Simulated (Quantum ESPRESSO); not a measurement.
Two runs for the P K edge of atom 3 in PIr2 (Fm-3m). Run A: Quantum ESPRESSO XSpectra, PBEsol, excited-electron core hole (neutral cell), 12-atom cell with 5.5 Å between holes, 6×6×6 k points, dipole transitions, Lorentzian half width 0.4 eV, without spin-orbit coupling. Run B differs in one choice.

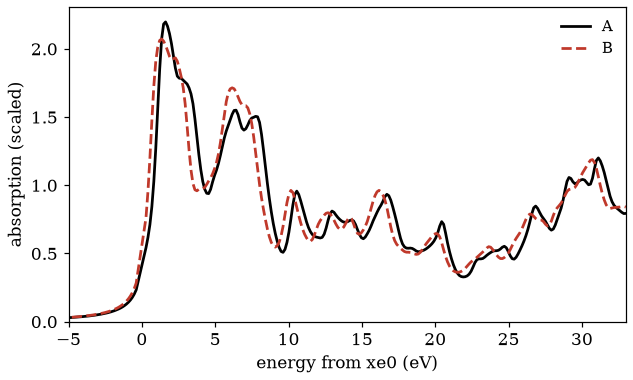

Energy from the energy zero of the input (xe0, at the border of filled and empty states); intensity scaled to a mean of 1 over the first 20 eV.

The database entry behind the starting cell differs from later determinations by our own check (0.1 to 0.3 % short, probably kX units), so it need not match the best structure at ambient conditions.

Q: What was changed?
a) the broadening
b) the volume of the cell
c) the radius of the reconstruction
d) the size of the supercell

(d): run B changes the supercell atoms from 12 to 6, and the k mesh follows the cell. The scaled spectrum changes by 19 % r.m.s. A shift of -0.4 eV leaves 8 %. The highest intensity below 16 eV goes from 1.6 eV (2.20) to 1.3 eV (2.07). Other settings could leave a like mark; this is the one that was changed.

[Hosts, paths, dates, database ids (printed as entryN), source tags and the programs' standing remarks are cut or masked in the printed files.]

[Lists of maxima count a maximum above −3 eV only where it reaches 4 % of the highest in the window and stands out from its surroundings by 2 % of it (1.5 % where it reaches 55 %); shoulders and weaker maxima are passed over, and of the rest the first, up to two pre-edge ones and the few strongest are named.]
